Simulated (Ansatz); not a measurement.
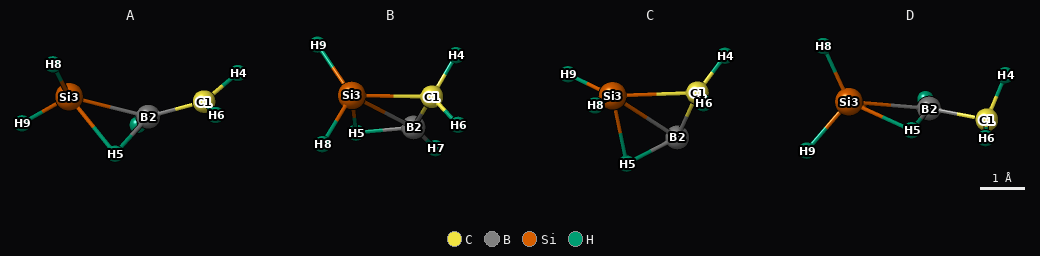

4 geometries from one relaxation of CH₆BSi (charge +1), in shuffled order. The picture is a ball-and-stick view, seen from a free direction.

It is one of the separated reactants of a reaction.

These are results of RKS PBE-D4/def2-SVP in Ansatz 0.2.0, not measurements. Set-up: force threshold 0.03 eV/Å; at most 250 steps.

**Order the frames from highest to lowest energy.**

D, A, C, B. They are steps 0, 7, 14, 25, at +5.095 eV, +1.209 eV, +0.243 eV relative to the last. After 25 geometry steps the energy has fallen by 5.095 eV. The largest force component goes from 3.6 to 0.018 eV/Å. The largest move after the best rigid fit is that of H9, 2.53 Å. By element the largest moves are H 2.53 Å, C 1.01 Å, Si 0.73 Å, B 0.52 Å. Some distances before and after: C1–Si3 3.191 → 1.851 Å, Si3–H5 1.589 → 1.822 Å, B2–Si3 2.002 → 2.203 Å, B2–H5 1.150 → 1.327 Å. New bonds form: C1–Si3 (3.19 → 1.85 Å). Among the angles between lasting bonds that change: C1–B2–Si3 128.9° → 55.9°, Si3–B2–H7 107.6° → 164.7°, H5–B2–H7 150.3° → 109.0°.
